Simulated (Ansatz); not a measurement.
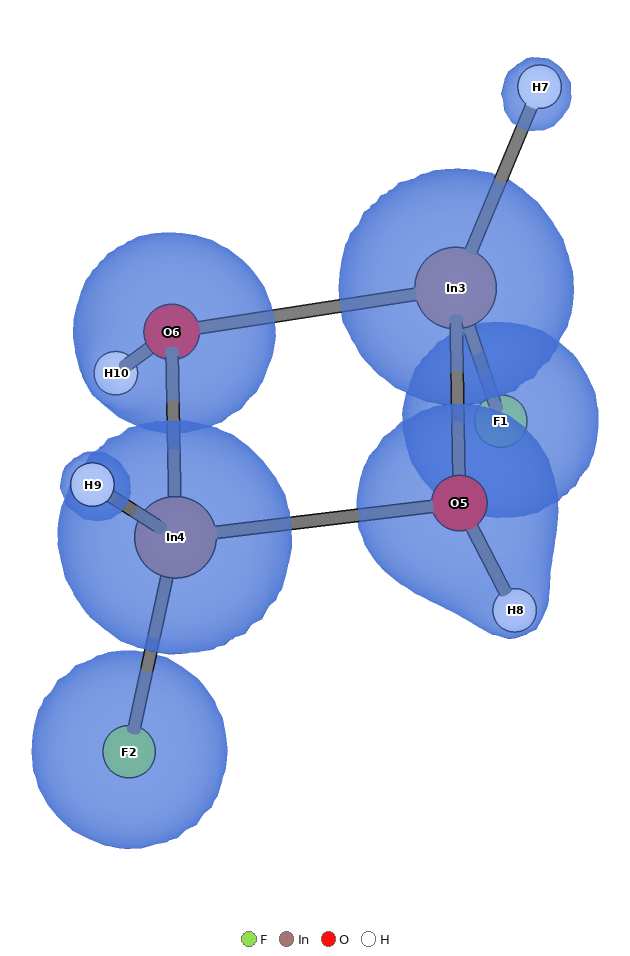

*F2H4In2O2 (SMILES [F][InH-]1[OH+][InH-]([F])[OH+]1). Isosurface of the electron density at 1 e/Å³ (blue), seen at an oblique angle.*

Geometry: PBE0-D4/def2-SVP; core potentials replace the inner electrons of In.

Level of theory: isolated molecule in a Gaussian basis; Kohn-Sham density functional theory, functional PBE0 (Ansatz).

Input

```
crystal:
  periodic: [false, false, false]
  atoms:
    - symbol: F
      position_ang: [-0.068259, -1.396334, -2.328451]
    - symbol: F
      position_ang: [-2.408050, 1.219199, 0.301584]
    - symbol: In
      position_ang: [1.100993, -0.969978, -0.811866]
    - symbol: In
      position_ang: [-0.662721, 1.001268, 1.170660]
    - symbol: O
      position_ang: [-0.298196, -1.096114, 0.824633]
    - symbol: O
      position_ang: [0.654882, 1.121647, -0.532696]
    - symbol: H
      position_ang: [2.692986, -1.481811, -0.530453]
    - symbol: H
      position_ang: [-1.104943, -1.568300, 0.576369]
    - symbol: H
      position_ang: [-0.122829, 1.665065, 2.634729]
    - symbol: H
      position_ang: [0.216127, 1.505360, -1.304500]
basis:
  gaussian:
    orbitals: def2-SVPD
output: {forces: true, orbitals: {seedname: orbitals}}
hamiltonian:
  xc: {name: PBE0}
```

Launched as:

```sh
ansatz run input.yaml --threads 2 --pin off --max-ram 6090MiB --events-out events.jsonl --progress --plain --runs-dir runs
```

### Which contacts does the surface bridge?

At this value the surface falls into eight separate pieces. It bridges the sampled O–H (0.97 Å) contacts, where the density stays above the isovalue. It is pinched off along the sampled In–F (1.96 Å), In–O (2.16 Å) and In–H (1.70 Å) contacts. On the grid the lowest density along these lines, outside the cores, is 0.67 e/Å³ (In–F, 1.96 Å), 0.48 e/Å³ (In–O, 2.16 Å), 2.3 e/Å³ (O–H, 0.97 Å) and 0.73 e/Å³ (In–H, 1.70 Å).
